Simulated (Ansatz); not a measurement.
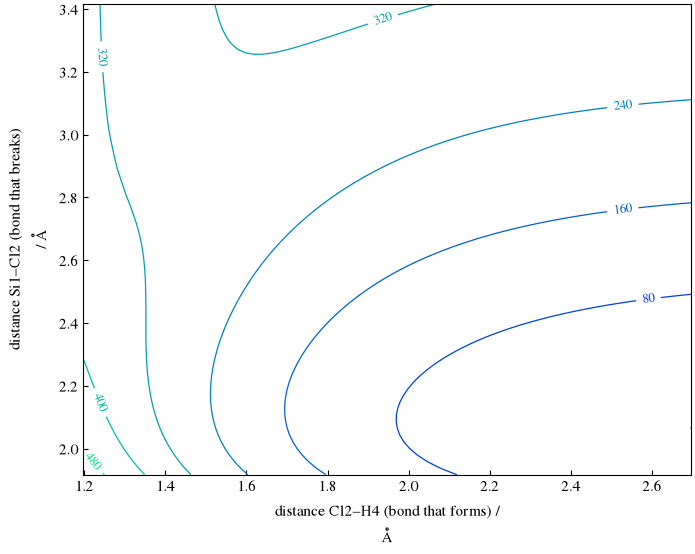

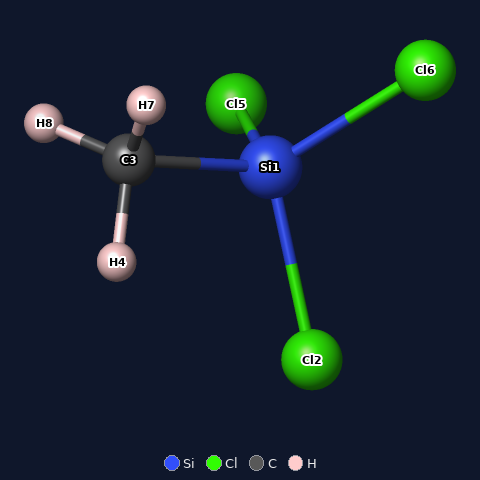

Energy landscape of the reacting system CH₃Cl₃Si (fragments CH₃Cl₃Si where the first distance is long, CH₂Cl₂Si + ClH where the second is long). 
- The first coordinate is: distance Cl2–H4 (bond that forms); the second: distance Si1–Cl2 (bond that breaks).
- Relaxed at each point: all other coordinates.
- The scan uses a 13 × 13 grid.
- Points are written as (first, second).
- Energies: kJ/mol, counted from the lowest grid point.
- The reference is spin-restricted, so regions where a bond is pulled apart into radicals lie too high.
- Theory: Ansatz 0.2.0, RKS PBE-D4/def2-SVP.

The picture shows contour lines labelled in kJ/mol. Between grid points the surface is interpolated. The second picture is the structure at the lowest point.

> What does the map say about the system?

The lowest grid point is at (2.697 Å, 2.077 Å). It lies at the edge of the scanned range, so the true minimum may lie outside. The highest grid point, (1.197 Å, 1.917 Å), lies 527 kJ/mol above the lowest.

Grid values (kJ/mol):

```
second ↓, first →  1.197  1.264  1.357  1.462  1.577  1.699  1.828  1.962  2.101  2.244  2.391  2.542  2.697
            3.417    334    315    309    316    323    328    329    325    318    312    307    303    301
            3.262    335    315    309    314    320    319    313    303    294    286    279    275    272
            3.111    337    317    310    313    313    306    293    278    266    256    249    244    240
            2.964    340    321    312    311    303    287    268    250    236    225    216    210    206
            2.821    345    326    314    307    289    265    241    220    204    191    182    175    170
            2.682    352    333    317    299    271    241    212    189    171    157    146    138    133
            2.548    363    342    318    289    252    216    184    158    137    122    110    102     96
            2.419    379    352    318    277    233    192    157    128    106     89     77     67     60
            2.297    398    363    318    268    217    172    134    103     79     61     48     38     30
            2.182    420    378    323    265    209    160    119     86     61     42     27     16      9
            2.077    449    400    337    273    212    160    116     82     55     34     19      8      0
            1.984    488    432    363    293    229    174    128     92     64     43     27     15      7
            1.917    527    468    394    321    253    196    149    112     83     61     45     33     25
```

Each point was launched as `ansatz run input.yaml --threads 1 --pin off --max-ram 2560MiB --backend cpu --events-out ev --progress --plain --runs-dir out`. Time for the 169 points that were run: 31 min on 1 thread of Arm Neoverse V2, on a shared host.
